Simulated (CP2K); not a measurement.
# GeH3OF (SMILES [OH][GeH2][F]): IPEA1-xTB

What is the energy change on altering one bond length of GeH3OF at IPEA1-xTB? 

The calculation is run with CP2K 2026.2.

4 further runs of the same task are left out: 2 that didn't finish, 2 set aside as unsound or not needed.

### Step 1. The system as given

The species is GeH3OF (6 atoms), meant as a singlet with charge 0. As SMILES, `[OH][GeH2][F]`. The shape comes from GFN2-xTB, which is rough for such elements, and wasn't checked as a minimum. This is one conformer, not always the lowest.

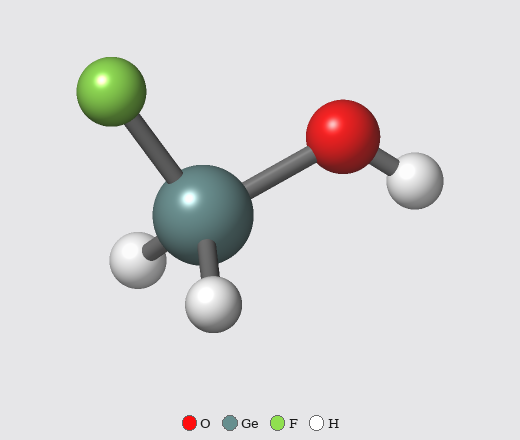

The structure, seen from a chosen angle (oxygen red, germanium teal, fluorine green, hydrogen white).

### Step 2. The energy at IPEA1-xTB

mol.inp

```
&FORCE_EVAL
  METHOD Quickstep
  &DFT
    &QS
      METHOD XTB
      EPS_DEFAULT 1.0E-10
      &XTB
        GFN_TYPE TBLITE
        &TBLITE
          METHOD IPEA1
        &END TBLITE
        CHECK_ATOMIC_CHARGES F
      &END XTB
    &END QS
    ! no periodic images
    &POISSON
      PERIODIC NONE
      POISSON_SOLVER ANALYTIC
    &END POISSON
    ! self-consistent field
    &SCF
      SCF_GUESS ATOMIC
      EPS_SCF 1.0E-06
      MAX_SCF 150
      ADDED_MOS 4
      &DIAGONALIZATION
        ALGORITHM STANDARD
      &END DIAGONALIZATION
      &MIXING
        METHOD DIRECT_P_MIXING
        ALPHA 0.4
      &END MIXING
      &SMEAR ON
        METHOD FERMI_DIRAC
        ELECTRONIC_TEMPERATURE [K] 300
      &END SMEAR
    &END SCF
    ! extra output
    &PRINT
      &MOMENTS
        PERIODIC F
        REFERENCE COM
        MAX_MOMENT 1
      &END MOMENTS
      &MO ON
        ENERGIES T
        OCCUPATION_NUMBERS T
        NDIGITS 6
        &EACH
          QS_SCF 0
        &END EACH
        ADD_LAST NUMERIC
      &END MO
      &HIRSHFELD OFF
      &END HIRSHFELD
    &END PRINT
  &END DFT
  &SUBSYS
    ! vacuum box
    &CELL
      ABC 19 18.2 18.3
      PERIODIC NONE
    &END CELL
    &COORD
      UNIT bohr
      O     -2.0356319    -1.0389525    -0.9480189
      Ge     0.6558861     0.2768827     0.3104253
      F      2.2015687    -2.3962294     1.3139266
      H     -3.3118206    -0.0068975    -1.6926277
      H      2.3464729     1.4129293    -1.6550221
      H      0.1435247     1.7522485     2.6713168
    &END COORD
    &TOPOLOGY
      &CENTER_COORDINATES
      &END CENTER_COORDINATES
    &END TOPOLOGY
  &END SUBSYS
&END FORCE_EVAL

&GLOBAL
  PROJECT mol
  RUN_TYPE ENERGY
  PRINT_LEVEL MEDIUM
&END GLOBAL
```

Started as:

```sh
OMP_NUM_THREADS=1 cp2k.psmp -i mol.inp > mol.out 2>&1
```

The program printed:

```text
CP2K| version string:                                       CP2K version 2026.2
[...]
 GLOBAL| Method name                                                        CP2K
[...]
 GLOBAL| Run type                                                         ENERGY
[...]
                             - Atoms:                                          6
[...]
                             - Spherical basis functions:                     25
[...]
 Number of electrons:                                                         20
[...]
  *** SCF run converged in    18 steps ***
[...]
  Fermi energy:                                                -0.30250648002121
[...]
 TB_DIPOLE| Moment [Debye]         -1.53974024       2.26452108      -0.97676251
 TB_DIPOLE| Derivative [a.u.]       0.00000000       0.00000000       0.00000000
[...]
 ENERGY| Total FORCE_EVAL ( QS ) energy [hartree]            -14.079284093737407
[...]
```

Wall time 1 s (1 thread of Intel Xeon 6975P-C (Granite Rapids), shared host); peak memory 0.19 GiB.

### Step 3. The distorted shape, same level

job.inp

```
&GLOBAL
   PROJECT job
   RUN_TYPE ENERGY
   PRINT_LEVEL MEDIUM
&END GLOBAL

&FORCE_EVAL
   METHOD QS
   &DFT
      &QS
         METHOD XTB
         EPS_DEFAULT 1.0E-10
         &XTB
            GFN_TYPE TBLITE
            &TBLITE
               METHOD IPEA1
            &END TBLITE
            CHECK_ATOMIC_CHARGES F
         &END XTB
      &END QS
      &POISSON
         PERIODIC NONE
         POISSON_SOLVER ANALYTIC
      &END POISSON
      &SCF
         SCF_GUESS ATOMIC
         EPS_SCF 1.0E-06
         MAX_SCF 150
         ADDED_MOS 4
         &DIAGONALIZATION
            ALGORITHM STANDARD
         &END DIAGONALIZATION
         &MIXING
            METHOD DIRECT_P_MIXING
            ALPHA 0.4
         &END MIXING
         &SMEAR ON
            METHOD FERMI_DIRAC
            ELECTRONIC_TEMPERATURE [K] 300
         &END SMEAR
      &END SCF
      &PRINT
         &MOMENTS
            PERIODIC F
            REFERENCE COM
            MAX_MOMENT 1
         &END MOMENTS
         &MO ON
            ENERGIES T
            OCCUPATION_NUMBERS T
            NDIGITS 6
            &EACH
               QS_SCF 0
            &END EACH
            ADD_LAST NUMERIC
         &END MO
         &HIRSHFELD OFF
         &END HIRSHFELD
      &END PRINT
   &END DFT
   &SUBSYS
      &CELL
         ABC 19 18.7 19.1
         PERIODIC NONE
      &END CELL
      &COORD
         UNIT bohr
         O     -1.7282264    -1.9241399    -2.3645028
         Ge     0.9632917    -0.6083047    -1.1060586
         F      2.5089743    -3.2814168    -0.1025573
         H     -3.0044151    -0.8920849    -3.1091116
         H      2.6538785     0.5277419    -3.0715060
         H      0.1435247     1.7522485     2.6713168
      &END COORD
      &TOPOLOGY
         &CENTER_COORDINATES
         &END CENTER_COORDINATES
      &END TOPOLOGY
   &END SUBSYS
&END FORCE_EVAL
```

Started as:

```sh
OMP_NUM_THREADS=1 cp2k.psmp -i job.inp -o job.out
```

The program printed:

```text
CP2K| version string:                                       CP2K version 2026.2
[...]
 GLOBAL| Method name                                                        CP2K
[...]
 GLOBAL| Run type                                                         ENERGY
[...]
                             - Atoms:                                          6
[...]
                             - Spherical basis functions:                     25
[...]
 Number of electrons:                                                         20
[...]
  *** SCF run converged in    17 steps ***
[...]
  Fermi energy:                                                -0.37393616570883
[...]
 TB_DIPOLE| Moment [Debye]         -1.39694850       2.11190087      -1.17733634
 TB_DIPOLE| Derivative [a.u.]       0.00000000       0.00000000       0.00000000
[...]
 ENERGY| Total FORCE_EVAL ( QS ) energy [hartree]            -13.975303723893376
[...]
```

Run time: 0.97 s. Hardware: 1 thread of Intel Xeon 6975P-C (Granite Rapids), shared host; peak memory 0.19 GiB.

### Step 4. Summary of results

Level: IPEA1-xTB.

| quantity | value |
| --- | --- |
| first shape: total energy | -14.07928 Eh |
| first shape: dipole moment (from atomic charges alone) | 2.91 D |
| first shape: HOMO energy | -13.96 eV |
| first shape: LUMO energy | -7.34 eV |
| first shape: HOMO–LUMO gap | 6.63 eV |
| distorted shape: total energy | -13.97530 Eh |
| distorted shape: dipole moment (from atomic charges alone) | 2.79 D |
| distorted shape: HOMO energy | -12.90 eV |
| distorted shape: LUMO energy | -9.28 eV |
| distorted shape: HOMO–LUMO gap | 3.62 eV |
| energy change with the Ge2–H6 bond stretched from 1.498 to 2.397 Å | 2.829 eV |

**Reading.** One bond (distorted shape) is far stretched, which a spin-restricted single reference describes badly. With the Ge2–H6 bond stretched from 1.498 to 2.397 Å the energy rises by 2.83 eV (65 kcal/mol). The first shape isn't relaxed at this level, so the change isn't measured from a minimum. A restricted reference can't describe the breaking bond well at this length. The dipole (first shape) comes from point charges on the atoms alone, without atomic dipoles, so it is partial. The dipole (distorted shape) comes from point charges on the atoms alone, without atomic dipoles, so it is partial.
